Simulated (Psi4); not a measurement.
**[NO2]+ (SMILES O=[N+]=O): MP2/cc-pVDZ-F12 (density fitting, density fitting for correlation, sweep point 1)**

Aim: the vertical singlet–triplet gap of [NO2]+ at MP2/cc-pVDZ-F12 (density fitting, density fitting for correlation, sweep point 1), from 2 runs. Input form: a Python script.

The calculation is run with Psi4 1.11.

## 1. Starting point

[NO2]+ has 3 atoms, charge +1, and is taken as a singlet. SMILES: `O=[N+]=O`. Geometry: relaxed at PBE0-D4/def2-TZVP.

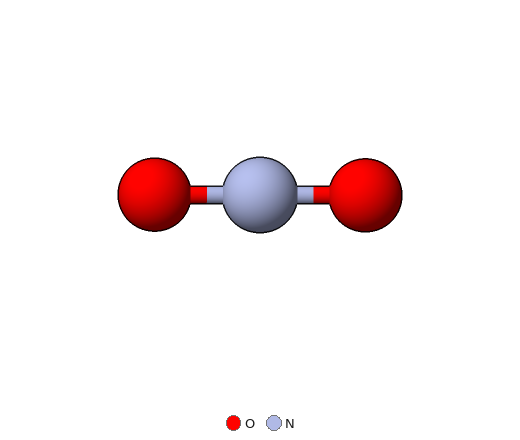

Viewed from a chosen angle; oxygen red, nitrogen light blue.

## 2. The energy at MP2/cc-pVDZ-F12 (density fitting, density fitting for correlation, sweep point 1)

The input, job.py:

```python
import psi4

psi4.set_memory(1600000000)
psi4.set_num_threads(1)
psi4.core.set_output_file('output.dat', False)

geom = psi4.geometry("""
1 1
O     -1.08277527     1.75181391    -0.39604880
N     -0.00001890    -0.00001890     0.00000000
O      1.08279417    -1.75179501     0.39604880
units bohr
symmetry c1
""")

psi4.set_options({
    'basis': 'cc-pVDZ-F12',
    'puream': True,
    'scf_type': 'df',
    'num_frozen_docc': 3,
})

e = psi4.energy('mp2')
print('E =', round(e, 9))
```

Started as:

```sh
$ python job.py
```

output.dat:

```text
[...]
  Running in c1 symmetry.
[...]
  Nuclear repulsion =   68.664162361828446
[...]
  Multiplicity = 1
[...]
  Nalpha       = 11
  Nbeta        = 11
[...]
    Number of basis functions: 90
[...]
   @DF-RHF iter   1:  -203.60737093458718    3.43422e-01   6.89880e-03 DIIS/ADIIS
[...]
   @DF-RHF iter  10:  -203.75649194647468   -8.16271e-11   5.02881e-09 DIIS
[...]
    Orbital Energies [Eh]
    ---------------------
    Doubly Occupied:
       1A    -21.108452     2A    -21.108376     3A    -16.315379
       4A     -2.120701     5A     -1.981113     6A     -1.267846
       7A     -1.201007     8A     -1.201007     9A     -1.180774
      10A     -0.923623    11A     -0.923623
[...]
  @DF-RHF Final Energy:  -203.75649194647468
   => Energetics <=
    Nuclear Repulsion Energy =             68.6641623618284456
    One-Electron Energy =                -406.1775037256774112
    Two-Electron Energy =                 133.7568494173742693
    Total Energy =                       -203.7564919464746822
[...]
 Multipole Moments:
 ------------------------------------------------------------------------------------
     Multipole            Electronic (a.u.)      Nuclear  (a.u.)        Total (a.u.)
 ------------------------------------------------------------------------------------
 L = 1.  Multiply by 2.5417464519 to convert [e a0] to [Debye]
 Dipole X            :         -0.0000181            0.0000001           -0.0000180
 Dipole Y            :          0.0000008           -0.0000000            0.0000008
 Dipole Z            :         -0.0000270            0.0000000           -0.0000270
 Magnitude           :                                                    0.0000325
[...]
```

The script printed:

```text
E = -204.394820243
```

It took 5.4 s on 1 thread of Intel Xeon at 2.70GHz, shared host; peak memory 0.23 GiB.

## 3. The triplet at the same level

The input, job.py:

```python
import psi4

psi4.set_memory('1600 MB')
psi4.set_num_threads(1)
psi4.set_output_file('output.dat', False)

geom = psi4.geometry("""
1 3
O     -1.08277527     1.75181391    -0.39604880
N     -0.00001890    -0.00001890     0.00000000
O      1.08279417    -1.75179501     0.39604880
units bohr
symmetry c1
""")

psi4.set_options(dict(basis='cc-pVDZ-F12', reference='uhf', puream=True, scf_type='df', num_frozen_docc=3, maxiter=100))

e = psi4.energy("mp2", molecule=geom)
print('E =', round(e, 9))
```

Started as:

```sh
$ python job.py
```

output.dat:

```text
[...]
  Running in c1 symmetry.
[...]
  Nuclear repulsion =   68.664162361828446
[...]
  Multiplicity = 3
[...]
  Nalpha       = 12
  Nbeta        = 10
[...]
    Number of basis functions: 90
[...]
   @DF-UHF iter   1:  -203.45931599330970    4.91477e-01   5.51829e-03 DIIS/ADIIS
[...]
   @DF-UHF iter  17:  -203.59078552022439   -4.04441e-11   2.59274e-09 DIIS
[...]
   @S^2 Observed:                2.019033527E+00
[...]
    Orbital Energies [Eh]
    ---------------------
    Alpha Occupied:
       1A    -21.131614     2A    -21.131566     3A    -16.151421
       4A     -2.127519     5A     -2.005064     6A     -1.314209
       7A     -1.306299     8A     -1.202551     9A     -1.178706
      10A     -1.128914    11A     -0.971688    12A     -0.731057
    Alpha Virtual:
      13A     -0.190989    14A     -0.151198    15A     -0.072481
      16A     -0.069146    17A     -0.064980    18A     -0.009124
      19A      0.008519    20A      0.012629    21A      0.025018
      22A      0.068957    23A      0.083961    24A      0.089791
      25A      0.153638    26A      0.188443    27A      0.404440
[...]
  @DF-UHF Final Energy:  -203.59078552022439
   => Energetics <=
    Nuclear Repulsion Energy =             68.6641623618284456
    One-Electron Energy =                -406.4374316690166324
    Two-Electron Energy =                 134.1824837869637861
    Total Energy =                       -203.5907855202243866
  UHF NO Occupations:
  HONO-2 :   10  A 1.9959408
  HONO-1 :   11  A 1.0000000
[...]
 Multipole Moments:
 ------------------------------------------------------------------------------------
     Multipole            Electronic (a.u.)      Nuclear  (a.u.)        Total (a.u.)
 ------------------------------------------------------------------------------------
 L = 1.  Multiply by 2.5417464519 to convert [e a0] to [Debye]
 Dipole X            :          0.0000157            0.0000001            0.0000158
 Dipole Y            :         -0.0000007           -0.0000000           -0.0000007
 Dipole Z            :          0.0000076            0.0000000            0.0000076
 Magnitude           :                                                    0.0000175
[...]
```

The script printed:

```text
E = -204.109659663
```

Run time: 4.5 s. Hardware: 1 thread of Intel Xeon at 2.70GHz, shared host; peak memory 0.23 GiB.

## 4. Results

Level: MP2/cc-pVDZ-F12 (density fitting, density fitting for correlation, sweep point 1), 3 core orbitals frozen.

| quantity | value |
| --- | --- |
| singlet: total energy | -204.39482 Eh |
| singlet: HOMO energy (Hartree–Fock orbitals) | -25.13 eV |
| singlet: LUMO energy (Hartree–Fock orbitals) | -6.08 eV |
| singlet: HOMO–LUMO gap (Hartree–Fock orbitals) | 19.06 eV |
| singlet: correlation energy (3 core orbitals frozen) | -638.3 mEh |
| triplet: total energy | -204.10966 Eh |
| triplet: HOMO energy (Hartree–Fock orbitals) (highest over α and β) | -19.89 eV |
| triplet: LUMO energy (Hartree–Fock orbitals) (lowest over α and β) | -10.17 eV |
| triplet: correlation energy (3 core orbitals frozen) | -518.9 mEh |
| triplet: ⟨S²⟩ of the reference determinant | 2.019 |
| vertical energy of the triplet above the singlet | 7.760 eV |

At this shape the triplet lies 7.76 eV (749 kJ/mol) above the singlet.
